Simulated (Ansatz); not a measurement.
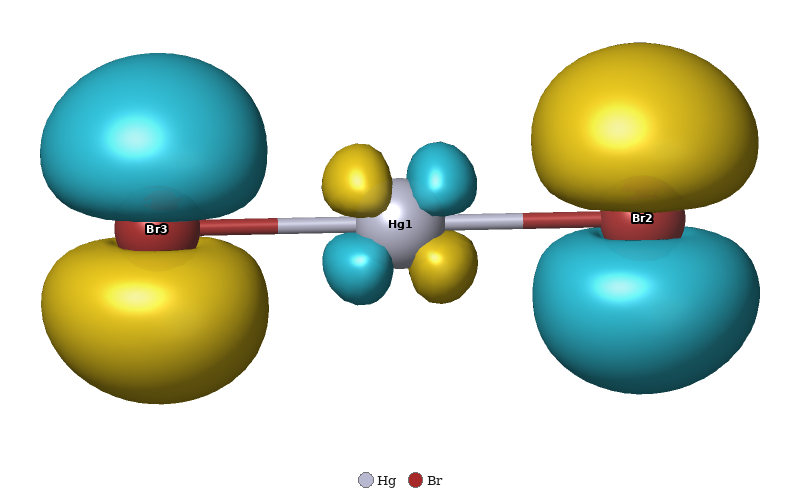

*Br$_{2}$Hg (HgBr2). The HOMO at ±0.1 Å⁻³ᐟ² (yellow and cyan are the two phases), seen from one side.*

Geometry: PBE-D4/def2-TZVP; core potentials replace the inner electrons of Hg.

Theory: Ansatz 0.2.0, RKS PBE0-D4/def2-TZVP.

What is the character of this orbital?

By Hirshfeld shares it lies mainly on Br2 (about 45 %), Br3 (about 45 %) and Hg1 (about 5 %); it is gerade (even under inversion); largely a combination of lone pairs on Br2 and Br3. It is one of a degenerate set, so its orientation is arbitrary. Its energy is −8.41 eV.
